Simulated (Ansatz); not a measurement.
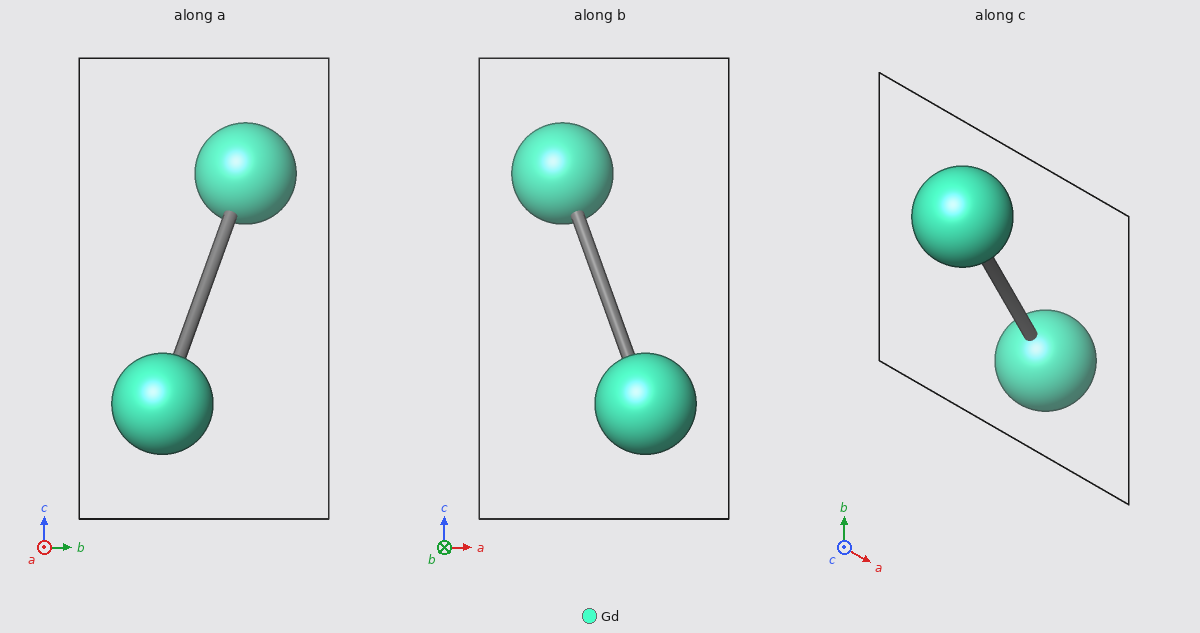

Figure: ball-and-stick view along the a axis, along the b axis and along the c axis. One conventional unit cell is framed, with atoms on its boundary repeated.

Lattice parameters: a = 3.485 Å, b = 3.485 Å, c = 5.575 Å, α = 90.00°, β = 90.00°, γ = 120.00°. Put a along x and b in the xy plane.

Q: Transcribe the picture into a POSCAR file.

A:
```
Gd
1.0
     3.485    0.000    0.000
    -1.743    3.018    0.000
     0.000    0.000    5.575
Gd
2
Direct
  0.3333 0.6667 0.7500
  0.6667 0.3333 0.2500
```

It goes back to the standard structure of this element. Earlier steps of the study may have refined or changed the cell and positions. It went into a calculation with Ansatz.
